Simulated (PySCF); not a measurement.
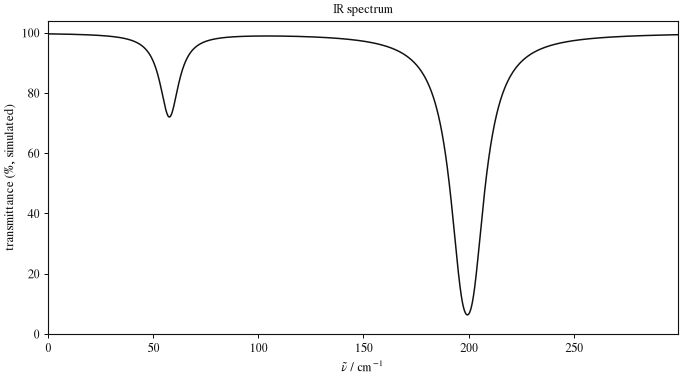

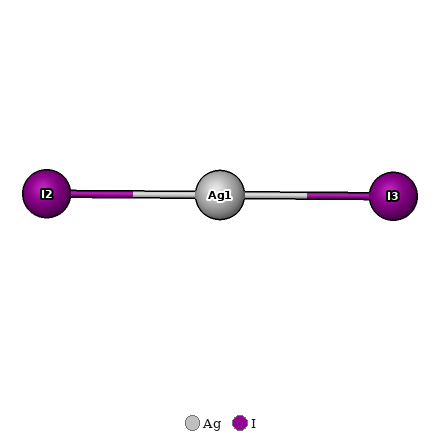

Infrared spectrum of AgI₂⁻, singlet (point group D∞h). Unscaled harmonic wavenumbers and double-harmonic intensities, B3LYP/def2-SVPD (ECP) with PySCF 2.14.0, isolated molecule. The structure is the lowest point that the starts tried gave, with the shape that electron-pair counting expects. Degenerate modes count as one line, with their intensities summed. Lorentzian lines of 10 cm⁻¹ full width. Close modes add up in the curve.

Which modes are missing from the spectrum (below 0.05 km/mol)?

Answer. 113.5 cm⁻¹ (σg+).

List the modes.

Answer.
```
 cm⁻¹  km/mol  symmetry
 57.7     3.2   πu (×2)
113.5     0.0       σg+
199.4    27.4       σu+
```

Known limits of this run: double-zeta basis on some or all atoms.
